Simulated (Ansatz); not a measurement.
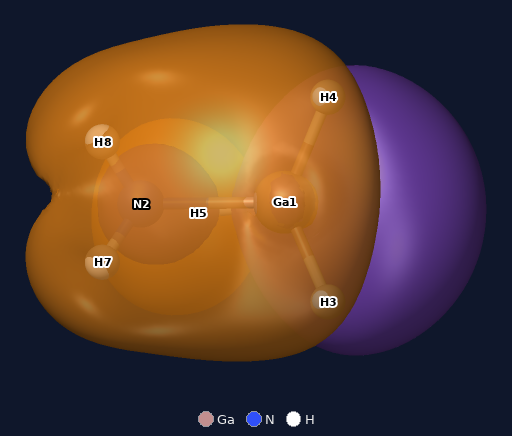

Figure 1: GaH₆N. The LUMO at ±0.06 Å⁻³ᐟ² (orange and purple are the two phases), seen across its widest extent.

A transition-state structure; geometry: PBE0-D4/def2-TZVP.

Level of theory: Ansatz 0.2.0, RKS PBE0-D4/def2-TZVPP.

```yaml
atoms:
  - { symbol: Ga, position_ang: [-0.8020, 0.3346, -0.4317] }
  - { symbol: N, position_ang: [1.0562, -0.0312, 0.1307] }
  - { symbol: H, position_ang: [-1.2116, -0.4015, -1.7449] }
  - { symbol: H, position_ang: [-1.3884, 1.6477, 0.1732] }
  - { symbol: H, position_ang: [0.0301, -0.7533, 0.8094] }
  - { symbol: H, position_ang: [-0.9294, -0.9447, 0.9248] }
  - { symbol: H, position_ang: [1.6740, -0.5299, -0.4937] }
  - { symbol: H, position_ang: [1.5711, 0.6784, 0.6324] }
```

### Describe this orbital and give its energy.

Its weight (Hirshfeld) is mainly on Ga1 (about 60 %), N2 (about 10 %), H5 (about 10 %) and H6 (about 5 %). Its energy is −0.37 eV.
